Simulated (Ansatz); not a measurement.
## Electronic structure of Cl₂Si···H₂O in real space

The calculation's input:

```
crystal:
  periodic: [false, false, false]
  atoms:
    - { symbol: Si, position_ang: [0.25107, -1.476865, -0.107755] }
    - { symbol: Cl, position_ang: [1.784903, -1.341271, -1.527993] }
    - { symbol: Cl, position_ang: [-1.369286, -0.643569, -1.205328] }
    - { symbol: H, position_ang: [-0.295133, 0.625333, 1.538663] }
    - { symbol: O, position_ang: [0.11523, 1.351386, 1.033549] }
    - { symbol: H, position_ang: [-0.486783, 1.484885, 0.268963] }
basis:
  gaussian: { orbitals: def2-SVPD }
hamiltonian:
  xc: lda
relax:
  f_tol: 0.03
  max_steps: 50
output:
  orbitals: {}
```

Run with:

```sh
ansatz run input.yaml --threads 2 --pin off --max-ram 3072MiB --backend cpu --events-out ev --progress --plain --runs-dir out
```

The fields are those of the run's last geometry, not of the input's.

Method: RKS LDA/def2-SVPD in Ansatz.

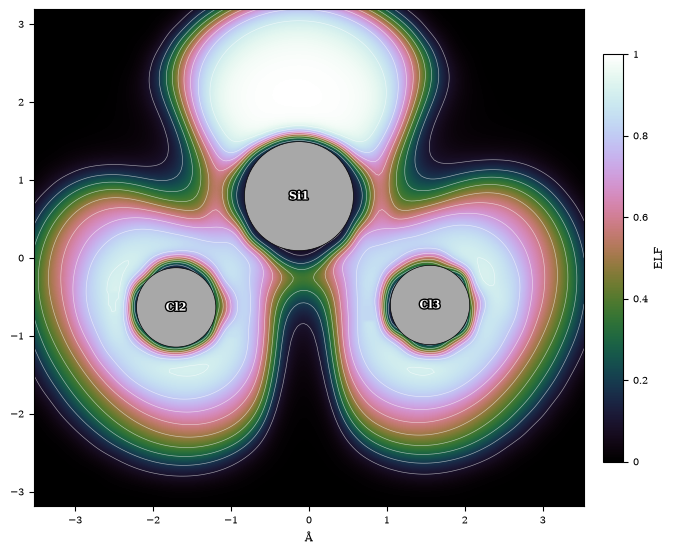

Figure 1. ELF on the plane of atoms Cl2, Si1 and Cl3. Grey discs cover the atomic cores.

> What does the map show?

The section cuts through Si and Cl sites. Si–Cl (2.13 Å): the ELF peaks at about 0.85 between the atoms; a polar covalent bond. Si–Cl (2.19 Å): the ELF peaks at about 0.85 between the atoms, as expected for a polar covalent bond. The ELF also peaks beside Cl3, Cl2 and Si1, away from the bonds: lone-pair regions.

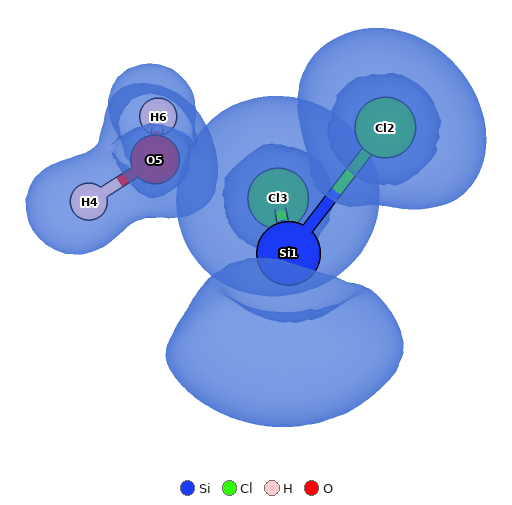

Figure 2. Isosurface of the electron localisation function at 0.75 (blue), seen from one side. Core shells and regions of very low density are left out.

> What do the ELF domains correspond to?

At this value the surface marks out two regions on Cl in which the atom's valence shell and bonds are merged, one lobe on Si, pointing away from the bonds (lone pairs) and one joined region spread over several atoms (H, O), in which their bonds and any lone pairs are merged. Profiles from the grid: Si1···O5 (2.06 Å): the ELF peaks at about 0.90 in the valence shell of O, 0.6 Å from its nucleus, and is about 0.55 at the midpoint.

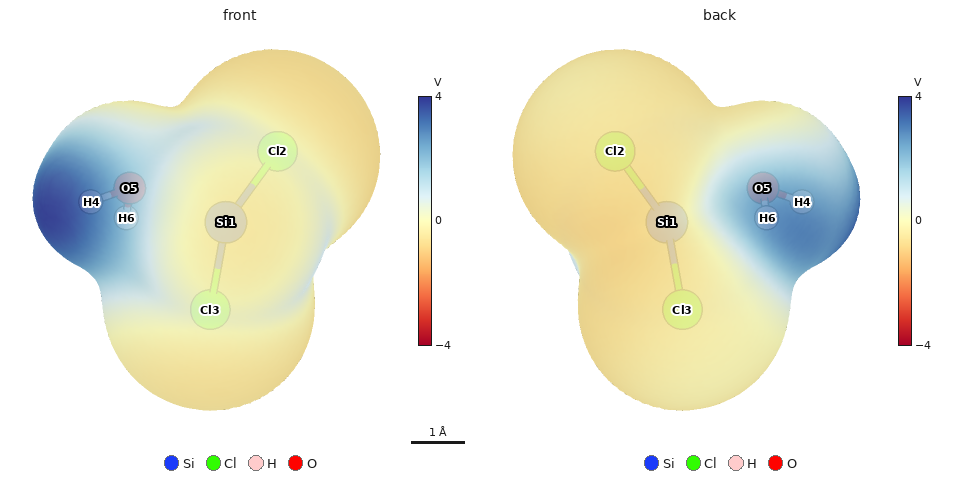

Figure 3. The electrostatic potential painted on the density surface at 0.002 e/bohr³, seen from the front and from behind; the colour scale runs from red (negative) to blue (positive).

> Which sites attract a positive test charge, and which a negative one?

A positive charge is drawn to the negative regions and a negative charge to the positive ones. The most negative region (about −0.9 V) lies over Cl2 and Cl3, the most positive (about +3.8 V) over H4.
